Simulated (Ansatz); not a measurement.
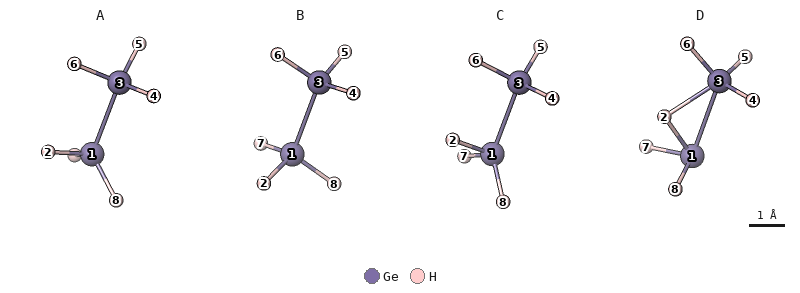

4 geometries from a converged minimum-energy path of Ge2H6, shuffled. A ball-and-stick model, seen from a free direction.

These are results of RKS PBE-D4/def2-SVP in Ansatz 0.2.0, not measurements. Settings: 7 movable images; climbing image; force threshold 0.03 eV/Å; iteration limit 60; starting path through a guess of the saddle point.

Q: One of them is the converged climbing image. Which?

A: D. In order along the path, whose images run from 0 to 8: B (image 0, 0.00 eV), A (image 4, +0.26 eV), C (image 5, +0.77 eV), D (image 7, +1.67 eV). Forming: H2–Ge3 (3.31 → 1.88 at the top → 1.64 Å).
